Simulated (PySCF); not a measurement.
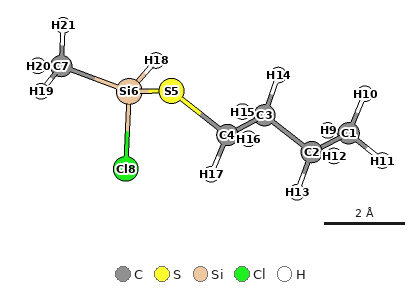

The input geometry of the first run (ball-and-stick view, seen at an oblique angle; atoms are numbered from 1 in the order of the input).

# What a change does: NMR shielding calculation on C5H13ClSSi

System: C5H13ClSSi, SMILES CCCCS[Si@H](C)Cl.
Method of the first run: GIAO LC-wPBE/pcSseg-1 NMR shielding, non-relativistic, gas phase (PySCF 2.14.0).

The geometry comes from this level: PBE0-D3(BJ)/def2-SVP. Text and figures count atoms from 1; the logs count them from 0 in places.

Input, the first run:
```
{"job": {"kind": "nmr", "xc": "LC-wPBE", "basis": "pcSseg-1", "pop": false}, "charge": 0, "multiplicity": 1}
C     -3.412249     0.492056     0.297689
C     -2.395689    -0.638212     0.295034
C     -1.049277    -0.225274    -0.286694
C     -0.036466    -1.354196    -0.261102
S      1.580741    -0.961285    -1.028450
Si     2.295940     0.593207     0.241753
C      4.124972     0.763806    -0.052226
Cl     1.929641     0.077754     2.229290
H     -3.053864     1.348214     0.891337
H     -3.605402     0.857606    -0.723546
H     -4.374249     0.170597     0.724233
H     -2.792648    -1.495598    -0.276735
H     -2.245645    -1.006314     1.325121
H     -1.174304     0.130400    -1.323565
H     -0.659231     0.632935     0.288275
H     -0.400006    -2.221196    -0.834106
H      0.152971    -1.694588     0.768437
H      1.583285     1.886008     0.042928
H      4.638941    -0.182002     0.172980
H      4.542210     1.556473     0.586968
H      4.318149     1.026297    -1.104303
```

The first line tells a small driver script what to run in PySCF; the rest is the geometry in Å.

Hardware: 1 CPU thread, shared host.

Output (the first run):
```
coarse grid: 18368 points
cycle   1  E = -1345.6910008807  dE =  8.271e-01  |g| = 4.246e-01  |ddm| = 3.899e+00
cycle   2  E = -1345.7331430484  dE = -4.214e-02  |g| = 2.815e-01  |ddm| = 7.986e-01
cycle   3  E = -1345.7509771360  dE = -1.783e-02  |g| = 3.840e-02  |ddm| = 3.129e-01
cycle   4  E = -1345.7514826352  dE = -5.055e-04  |g| = 1.312e-02  |ddm| = 6.840e-02
cycle   5  E = -1345.7515350661  dE = -5.243e-05  |g| = 5.054e-03  |ddm| = 2.326e-02
cycle   6  E = -1345.7515434006  dE = -8.335e-06  |g| = 9.940e-04  |ddm| = 7.591e-03
final grid: 161296 points
cycle   7  E = -1345.8261070409  dE = -7.813e-05  |g| = 8.096e-03  |ddm| = 2.874e-02
cycle   8  E = -1345.8261117062  dE = -4.665e-06  |g| = 4.960e-03  |ddm| = 8.711e-03
cycle   9  E = -1345.8261162429  dE = -4.537e-06  |g| = 5.389e-04  |ddm| = 4.160e-03
cycle  10  E = -1345.8261163287  dE = -8.576e-08  |g| = 1.721e-04  |ddm| = 7.019e-04
cycle  11  E = -1345.8261163384  dE = -9.738e-09  |g| = 5.562e-05  |ddm| = 2.975e-04
cycle  12  E = -1345.8261163396  dE = -1.210e-09  |g| = 1.449e-05  |ddm| = 1.019e-04
cycle  13  E = -1345.8261163397  dE = -1.351e-10  |g| = 3.580e-06  |ddm| = 5.064e-05
converged SCF energy = -1345.8261163397

GIAO shielding tensors (ppm)
atom      isotropic    diamagn.    paramagn.     s11        s22        s33       span
  0 C      173.465     243.851     -70.386    162.703    167.734    189.958     27.256
  1 C      165.047     247.150     -82.103    153.253    162.518    179.370     26.117
  2 C      154.272     252.460     -98.188    131.394    150.054    181.367     49.973
  3 C      159.970     252.206     -92.236    139.427    159.803    180.682     41.255
  4 S      622.042    1060.318    -438.276    531.218    576.661    758.247    227.030
  5 Si     332.019     879.965    -547.946    277.388    354.198    364.471     87.083
  6 C      186.805     254.646     -67.841    179.211    186.362    194.842     15.631
  7 Cl     957.147    1151.132    -193.985    875.137    970.321   1025.982    150.845
  8 H       30.436      29.178       1.259     25.682     29.463     36.164     10.482
  9 H       30.432      28.332       2.100     25.987     28.559     36.751     10.764
 10 H       30.180      25.865       4.314     25.312     27.019     38.208     12.896
 11 H       30.279      30.812      -0.533     24.799     30.191     35.848     11.048
 12 H       30.277      31.700      -1.423     25.030     30.883     34.919      9.889
 13 H       30.134      34.529      -4.395     24.962     31.401     34.039      9.077
 14 H       30.062      36.135      -6.073     23.945     31.388     34.854     10.910
 15 H       29.200      32.708      -3.507     22.274     29.032     36.295     14.021
 16 H       28.876      33.897      -5.020     23.600     30.057     32.972      9.372
 17 H       25.843      31.167      -5.325     22.626     24.196     30.706      8.080
 18 H       30.646      27.887       2.759     26.128     28.933     36.877     10.749
 19 H       30.685      26.635       4.050     25.770     27.930     38.355     12.586
 20 H       30.928      28.625       2.303     25.723     28.572     38.489     12.765
```

For the second run the input was changed thus:
```diff
-"xc": "LC-wPBE"
+"xc": "BLYP"
```

What does this change do to the results?

The total energies belong to different methods, so their difference says nothing on which is more stable or more accurate. The HOMO goes from −9.82 to −5.68 eV. The LUMO goes from 2.25 to −0.71 eV. The dipole moment goes from 1.09 to 0.91 D. Of all shieldings, the largest change is that of S5, by −86.8 ppm. The functional changes from LC-wPBE to BLYP. Exact exchange removes part of the self-interaction error of semilocal functionals, which pushes filled and empty levels apart. The SCF takes 14 iterations against 13.

Output (the second run):
```
coarse grid: 18368 points
cycle   1  E = -1345.9167868835  dE =  3.412e-01  |g| = 7.387e-01  |ddm| = 4.070e+00
cycle   2  E = -1345.7042173844  dE =  2.126e-01  |g| = 1.146e+00  |ddm| = 1.864e+00
cycle   3  E = -1346.0626687211  dE = -3.585e-01  |g| = 9.601e-02  |ddm| = 1.253e+00
cycle   4  E = -1346.0649074127  dE = -2.239e-03  |g| = 4.845e-02  |ddm| = 2.008e-01
cycle   5  E = -1346.0654662580  dE = -5.588e-04  |g| = 1.539e-02  |ddm| = 6.695e-02
cycle   6  E = -1346.0655239516  dE = -5.769e-05  |g| = 4.109e-03  |ddm| = 1.783e-02
cycle   7  E = -1346.0655278707  dE = -3.919e-06  |g| = 1.042e-03  |ddm| = 5.295e-03
final grid: 161296 points
cycle   8  E = -1346.1335424609  dE = -4.259e-05  |g| = 1.193e-02  |ddm| = 3.423e-02
cycle   9  E = -1346.1334759281  dE =  6.653e-05  |g| = 1.977e-02  |ddm| = 2.781e-02
cycle  10  E = -1346.1335788219  dE = -1.029e-04  |g| = 1.416e-03  |ddm| = 1.891e-02
cycle  11  E = -1346.1335793161  dE = -4.942e-07  |g| = 4.909e-04  |ddm| = 2.521e-03
cycle  12  E = -1346.1335793755  dE = -5.944e-08  |g| = 1.026e-04  |ddm| = 5.544e-04
cycle  13  E = -1346.1335793779  dE = -2.367e-09  |g| = 3.640e-05  |ddm| = 1.413e-04
cycle  14  E = -1346.1335793782  dE = -3.215e-10  |g| = 9.586e-06  |ddm| = 5.155e-05
converged SCF energy = -1346.1335793782

GIAO shielding tensors (ppm)
atom      isotropic    diamagn.    paramagn.     s11        s22        s33       span
  0 C      157.973     243.251     -85.279    145.826    150.482    177.611     31.785
  1 C      145.715     246.687    -100.972    132.910    142.938    161.296     28.386
  2 C      133.996     251.637    -117.641    108.619    130.192    163.178     54.558
  3 C      138.564     251.621    -113.057    114.991    137.324    163.379     48.389
  4 S      535.271    1060.715    -525.444    452.436    489.030    664.346    211.910
  5 Si     296.331     881.134    -584.803    232.470    323.369    333.155    100.685
  6 C      172.754     251.841     -79.087    164.332    170.348    183.584     19.252
  7 Cl     903.618    1151.535    -247.918    799.853    918.992    992.008    192.155
  8 H       30.407      30.022       0.384     26.339     29.536     35.345      9.006
  9 H       30.415      28.724       1.691     26.647     28.675     35.922      9.275
 10 H       30.117      25.426       4.691     25.832     27.356     37.164     11.333
 11 H       30.155      30.379      -0.224     25.367     30.366     34.732      9.365
 12 H       30.123      31.911      -1.788     25.556     30.982     33.832      8.276
 13 H       30.042      34.631      -4.589     25.784     31.353     32.991      7.208
 14 H       29.781      36.726      -6.944     24.496     30.464     34.383      9.887
 15 H       29.033      32.447      -3.414     22.836     29.172     35.090     12.255
 16 H       28.474      34.152      -5.678     23.744     29.745     31.934      8.190
 17 H       25.343      31.738      -6.395     22.339     23.525     30.166      7.827
 18 H       30.748      28.168       2.580     26.900     29.233     36.112      9.213
 19 H       30.721      26.960       3.761     26.375     28.290     37.498     11.123
 20 H       30.947      28.823       2.124     26.251     28.919     37.669     11.418
```

The two runs side by side:

| quantity | the first run | the second run |
| --- | --- | --- |
| outcome | converged | converged |
| total energy (hartree) | −1345.826116 | −1346.133579 |
| HOMO (eV) | −9.82 | −5.68 |
| LUMO (eV) | 2.25 | −0.71 |
| dipole moment (D) | 1.09 | 0.91 |
| shielding of C1 (ppm) | 173.5 | 158.0 |
| shielding of C2 (ppm) | 165.0 | 145.7 |
| shielding of C3 (ppm) | 154.3 | 134.0 |
| shielding of C4 (ppm) | 160.0 | 138.6 |
| shielding of S5 (ppm) | 622.0 | 535.3 |
| shielding of Si6 (ppm) | 332.0 | 296.3 |
| shielding of Cl8 (ppm) | 957.1 | 903.6 |
| SCF iterations | 13 | 14 |
| basis functions | 222 | 222 |
| wall time (shared host) | 72 s | 54 s |
